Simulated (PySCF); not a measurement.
## Electronic structure of C$_{5}$H$_{10}$O$_{2}$Si in real space

| atom | x (Å) | y (Å) | z (Å) |
| --- | --- | --- | --- |
| C | 2.9767 | 0.3055 | -0.0691 |
| C | 2.1731 | -0.7387 | 0.1515 |
| C | 1.0065 | -1.1351 | -0.6916 |
| Si | -0.6156 | -0.7231 | 0.1538 |
| O | -0.5978 | -1.5933 | 1.5667 |
| O | -1.9486 | -1.2385 | -0.7094 |
| C | -0.7704 | 1.1128 | 0.4495 |
| C | -1.9059 | 1.7880 | 0.2333 |
| H | 2.8523 | 0.9489 | -0.9467 |
| H | 3.7917 | 0.5511 | 0.6165 |
| H | 2.3357 | -1.3480 | 1.0489 |
| H | 1.0344 | -0.6260 | -1.6701 |
| H | 1.0033 | -2.2224 | -0.8816 |
| H | -1.3557 | -1.4707 | 2.1458 |
| H | -2.1234 | -0.7911 | -1.5417 |
| H | 0.1024 | 1.6644 | 0.8226 |
| H | -1.9971 | 2.8651 | 0.4152 |
| H | -2.8073 | 1.2834 | -0.1350 |

Geometry: PBE0-D3(BJ)/def2-SVP.

The calculation used B3LYP/def2-SVPD, SCF density, gas phase in PySCF.

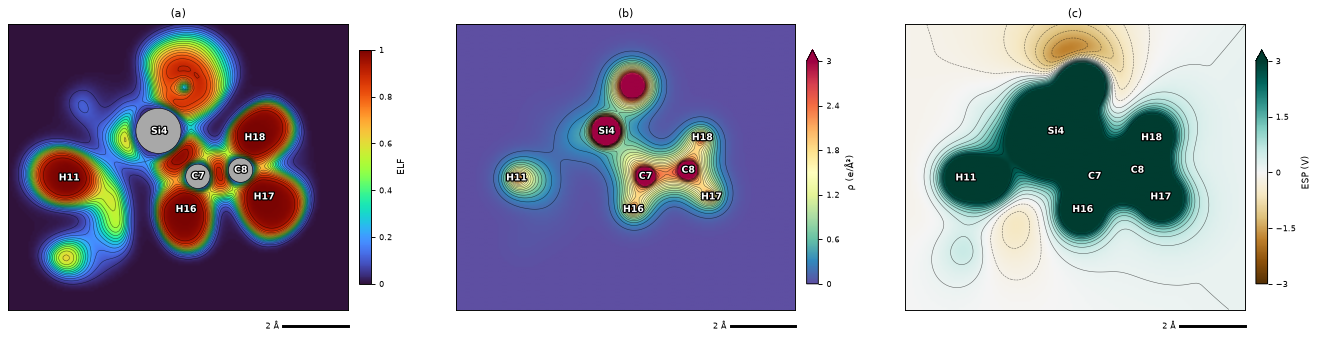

Figure 1. (a) electron localisation function; (b) total electron density; (c) molecular electrostatic potential on the plane of atoms C7, C8 and H17. Grey discs cover the atomic cores in the ELF map.

### What does the map show?

- The plane passes through Si, C and H nuclei.
- C–C (1.34 Å): ρ is about 2.3 e/Å³ halfway; the ELF peaks at about 0.95 between the atoms: a short, multiple covalent bond.
- C–Si (1.87 Å): ρ at the midpoint is about 1 e/Å³; the ELF peaks at about 1 between the atoms: a covalent bond.
- C–H (1.10 Å): the density is about 1.9 e/Å³ at the midpoint; the ELF climbs to about 1 towards the hydrogen, as it does in any bond to H (a covalent bond by its length).
- The ELF also peaks beside O6, away from the bonds: lone-pair regions.
- Outside the dense part of the molecule the potential is most negative (−1.8 V) near O6, which lies off the plane.

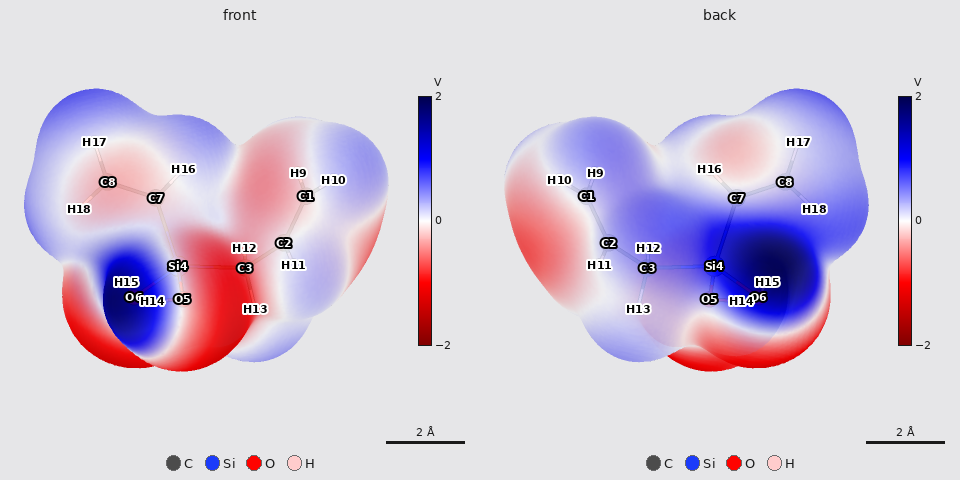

Figure 2. The electrostatic potential painted on the density surface at 0.001 e/bohr³, seen from the front and from behind; red is negative and blue positive.

### Describe the electrostatic potential map.

The most negative region (about −1.2 V) lies over O5 and O6, the most positive (about +1.9 V) over H15.
